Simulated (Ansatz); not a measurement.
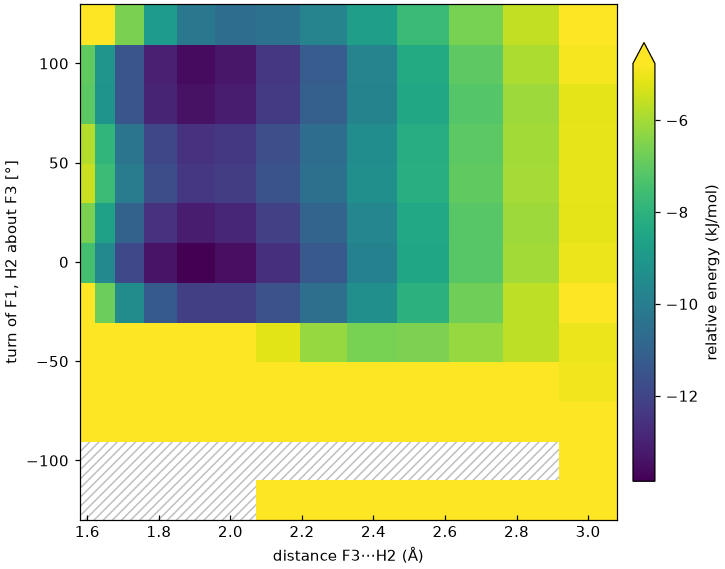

Energy landscape of the pair FH···BF₃. The turn is about an axis along (−0.39, −0.92, −0.09) in the frame of the relaxed pair, normal to the line between the partners. Coordinates scanned: (1) distance F3···H2; (2) turn of F1, H2 about F3. The grid has 13 × 13 points. At 18 points there is no value (left out of the scan, as a rule where atoms come close). Points are written as (first, second). Energies: kJ/mol, counted from the two partners far apart, frozen as in the relaxed pair, each in its own basis (no counterpoise correction). Energies and slopes of some neighbouring points disagree (a jump in structure or state, or too coarse a mesh). All numbers below come from RKS B3LYP-D4/def2-SVPD (Ansatz 0.2.0).

The picture shows one coloured cell a grid point, one colour for all values above the top of the scale, hatched blanks where no value was computed. 

What does the map say about the system?

The lowest grid point is at (1.901 Å, 0°), −14 kJ/mol from the two partners far apart, frozen as in the relaxed pair, each in its own basis (no counterpoise correction). Other grid points that lie below all their neighbours: (1.901 Å, 100°) (0.28 kJ/mol higher). The highest grid point, (2.131 Å, −120°), lies 4245 kJ/mol above the lowest.

The values on the grid:

| turn of F1, H2 about F3 ↓, distance F3···H2 → | 1.600 | 1.643 | 1.714 | 1.801 | 1.901 | 2.011 | 2.131 | 2.258 | 2.394 | 2.536 | 2.685 | 2.839 | 3.000 |
| --- | --- | --- | --- | --- | --- | --- | --- | --- | --- | --- | --- | --- | --- |
| 120 | −1 | −3 | −7 | −9 | −10 | −11 | −10 | −10 | −9 | −8 | −7 | −6 | −5 |
| 100 | −7 | −9 | −11 | −13 | −14 | −13 | −12 | −11 | −10 | −8 | −7 | −6 | −5 |
| 80 | −7 | −9 | −11 | −13 | −13 | −13 | −12 | −11 | −10 | −8 | −7 | −6 | −5 |
| 60 | −6 | −8 | −10 | −12 | −13 | −12 | −12 | −11 | −9 | −8 | −7 | −6 | −5 |
| 40 | −6 | −8 | −10 | −12 | −12 | −12 | −12 | −11 | −9 | −8 | −7 | −6 | −5 |
| 20 | −7 | −9 | −11 | −13 | −13 | −13 | −12 | −11 | −10 | −8 | −7 | −6 | −5 |
| 0 | −7 | −10 | −12 | −13 | −14 | −14 | −13 | −11 | −10 | −8 | −7 | −6 | −5 |
| −20 | −4 | −7 | −9 | −11 | −12 | −12 | −12 | −11 | −9 | −8 | −7 | −6 | −5 |
| −40 | 18 | 14 | 9 | 4 | 0 | −3 | −5 | −6 | −7 | −7 | −6 | −6 | −5 |
| −60 | 281 | 257 | 220 | 180 | 141 | 105 | 74 | 49 | 29 | 15 | 5 | −1 | −5 |
| −80 | 3621 | 3516 | 3362 | 3182 | 2749 | 2187 | 1644 | 1181 | 805 | 521 | 316 | 179 | 92 |
| −100 | – | – | – | – | – | – | – | – | – | – | – | – | 869 |
| −120 | – | – | – | – | – | – | 4231 | 3237 | 2274 | 1488 | 905 | 517 | 275 |

The input of one point:

```yaml
crystal:
  periodic: [false, false, false]
  atoms:
    - { symbol: F, position_ang: [-0.003208, 0.264613, -2.697268] }
    - { symbol: H, position_ang: [0.225234, 0.080708, -1.817328] }
    - { symbol: F, position_ang: [0.616449, -0.265457, 0.01049] }
    - { symbol: B, position_ang: [-0.061707, -0.084892, 1.140678] }
    - { symbol: F, position_ang: [-1.264784, 0.43573, 1.092031] }
    - { symbol: F, position_ang: [0.48947, -0.432075, 2.27865] }
basis:
  gaussian: { orbitals: def2-SVPD }
hamiltonian:
  xc: { name: B3LYP }
  dispersion: d4
output:
  forces: true
```

Time for the 151 points that were run: 11 min on 1 thread of Arm Neoverse V1, on a shared host.
